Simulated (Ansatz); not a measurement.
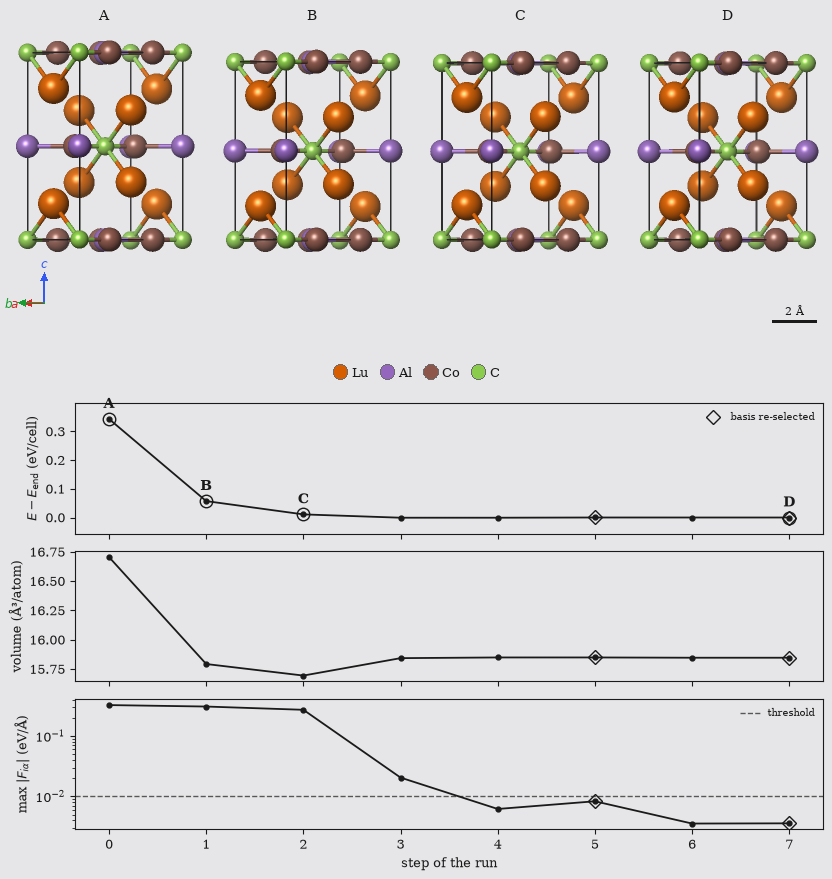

Frames of a relaxation of solid Lu2AlCo2C (set up in Immm), marked on the history of the run. The picture is a ball-and-stick view of the conventional cell (2 times the calculation's cell), seen from a free direction. Lengths and directions refer to the drawn axes.

These are results of Ansatz 0.2.0, DFT PBEsol, scalar-relativistic, plane waves, PAW, not measurements.

Input
```yaml
crystal:
  lattice:
    - [-2.0165609866, 2.9092802141, 4.2711771031]
    - [2.0165609866, -2.9092802141, 4.2711771031]
    - [2.0165609866, 2.9092802141, -4.2711771031]
  atoms:
    - { symbol: Lu, position: [0.1922233475, 0.6922233475, 0.5] }
    - { symbol: Lu, position: [0.8077766525, 0.3077766525, 0.5] }
    - { symbol: Al, position: [0.5, 0.5, 0.0] }
    - { symbol: Co, position: [0.2918831506, 0.0, 0.2918831506] }
    - { symbol: Co, position: [0.7081168494, 0.0, 0.7081168494] }
    - { symbol: C, position: [0.0, 0.0, 0.0] }
basis:
  ecutwfc: 420
kpoints:
  mp_grid: { grid: [10, 10, 10] }
hamiltonian:
  xc: pbesol
scf:
  occupations: { method: gaussian, width: 0.05 }
output:
  forces: true
  stress: true
  eigenvalues: true
relax:
  adjacent_minimum: "off"
  f_tol: 0.01
  max_steps: 50
  cell: { stress_tol: 0.1 }
```

Command:
```bash
ansatz run input.yaml --threads 8 --pin off --max-ram 14336MiB --backend cpu --events-out ev --progress --plain --runs-dir out
```

### What happens along the run?

The largest moves relative to the cell, 0.029 Å, are those of Co4 and Co5. Co4 goes along −b. By element the largest moves are Co 0.029 Å, Lu 0.008 Å. C and Al stay in place. The volume changes by −5.1 %, with a 4.033 → 3.901 Å (−3.3 %), b 5.819 → 6.045 Å (+3.9 %), c 8.542 → 8.064 Å (−5.6 %). Near-neighbour distances that change, for instance: Lu1–Lu2 3.284 → 3.116 Å, Co4–Co5 2.422 → 2.573 Å, Lu1–Co4 2.895 → 2.789 Å, Lu1–C6 2.601 → 2.496 Å. Among the angles between lasting bonds that change: Co4–Al3–Co4 118.0° → 113.2°, Co4–Al3–Co5 62.0° → 66.8°, Al3–Co5–Al3 118.0° → 113.2°. The space group stays Immm (No. 71). The energy falls by 0.344 eV per cell of the calculation in 5 accepted moves (7 points after the start). The largest force component goes from 0.32 to 0.0036 eV/Å. The pressure goes from −3.52 to 0.00 GPa. At 2 points the geometry stayed and the basis and grid were re-selected for the new cell (energy shift of 0.8 meV per cell of the calculation at most each time). From step 0 to 1: Lu atoms move most (0.03 Å), volume −5.5 %, energy −0.286 eV per cell of the calculation. From step 1 to 2: Lu atoms move most (0.06 Å), volume −0.6 %, energy −46.3 meV per cell of the calculation. From step 2 to 7: Lu atoms move most (0.02 Å), volume +1.0 %, energy −10.9 meV per cell of the calculation.

```csv
step,"E − E(0), meV/atom","largest force component, eV/Å","pressure, GPa","volume, Å³/atom",note
0,0.00,0.3247,-3.52,16.705,
1,-47.72,0.3071,1.45,15.793,
2,-55.44,0.2712,1.50,15.695,
3,-57.38,0.0205,0.07,15.843,
4,-57.38,0.0062,0.00,15.849,
5,-57.25,0.0083,0.00,15.849,"same geometry, new basis"
6,-57.26,0.0035,0.00,15.847,
7,-57.26,0.0036,0.00,15.847,"same geometry, new basis"
```

Limits of the set-up: an element that often carries a moment was run without spin polarisation.
